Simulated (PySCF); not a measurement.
**NaS (doublet): density, localisation and related maps**

```tsv
atom	x (Å)	y (Å)	z (Å)
Na	0.0000	0.0000	-1.4560
S	0.0000	0.0000	1.0470
```

The calculation used PBE0/cc-pVDZ(-PP), non-relativistic Hamiltonian with scalar-relativistic core potentials where named, at a bond length of 2.503 Å (PySCF).

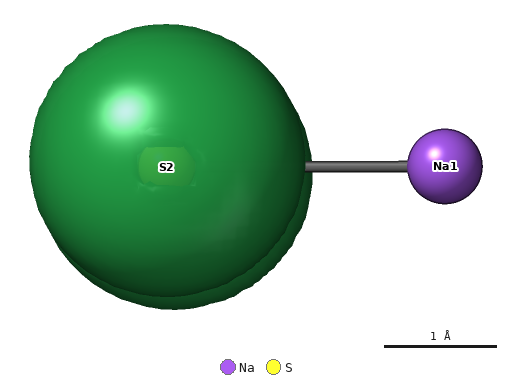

Figure 1. Isosurfaces of the spin density (α minus β) at +0.015 (green) and −0.015 e/Å³ (red), seen from one side.

Which atoms carry the spin?

Answer. The unpaired spin (1 electron) lies mostly on S2 (about 1.0), in electrons by Hirshfeld's partition.

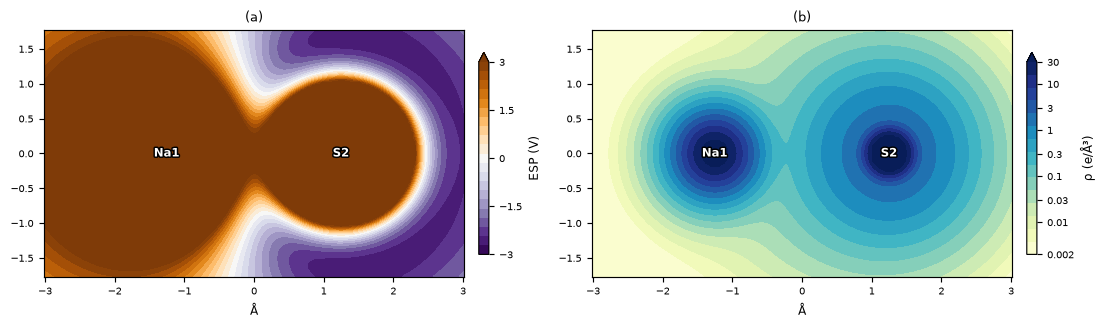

Figure 2. (a) molecular electrostatic potential; (b) total electron density on a plane that holds the molecular axis.

Interpret the plot.

Answer. The section cuts through Na and S sites.
Na–S (2.50 Å): ρ is about 0.29 e/Å³ halfway.
Outside the dense part of the molecule the potential is most negative (−2.6 V) near S2.

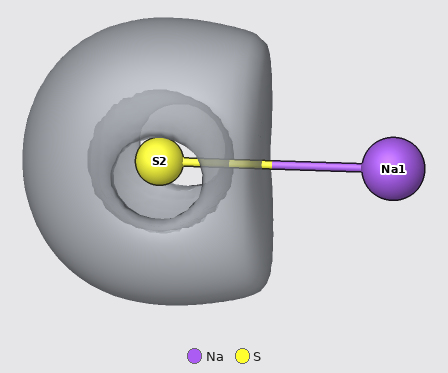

Figure 3. Isosurface of the ELF at 0.8 (grey), seen from one side. Core shells and regions of very low density are left out.

Identify the bonds, lone pairs and shells in this picture.

Answer. At this value the surface marks out one region wrapped around S (its valence shell). Profiles from the grid: Na–S (2.50 Å): the ELF peaks at about 0.90 in the valence shell of S, 0.9 Å from its nucleus, and falls to about 0.05 next to Na: a largely ionic contact.
